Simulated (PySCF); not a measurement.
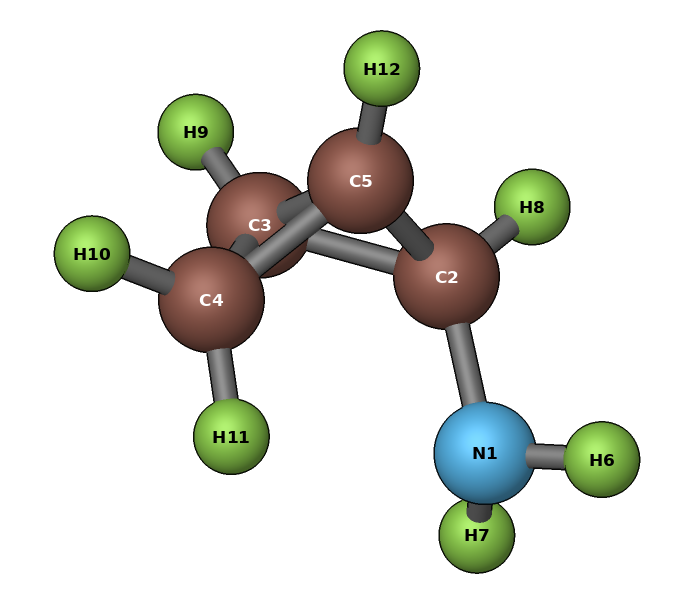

Geometry: a frame of a GFN2-xTB molecular-dynamics simulation, not a minimum. Method: GIAO PBE0/pcSseg-1 NMR shielding, non-relativistic, gas phase (PySCF 2.14.0). Principal shieldings σ11 ≤ σ22 ≤ σ33, span Ω = σ33 − σ11, skew κ = 3(σiso − σ22)/Ω.

Give the shielding tensors of the N atoms.

```json
{"atom": "N1", "σ11": "184.2", "σ22": "258.1", "σ33": "263.1", "σiso": "235.2", "Ω": "78.8", "κ": "−0.87"}
```

Shieldings and span in ppm.
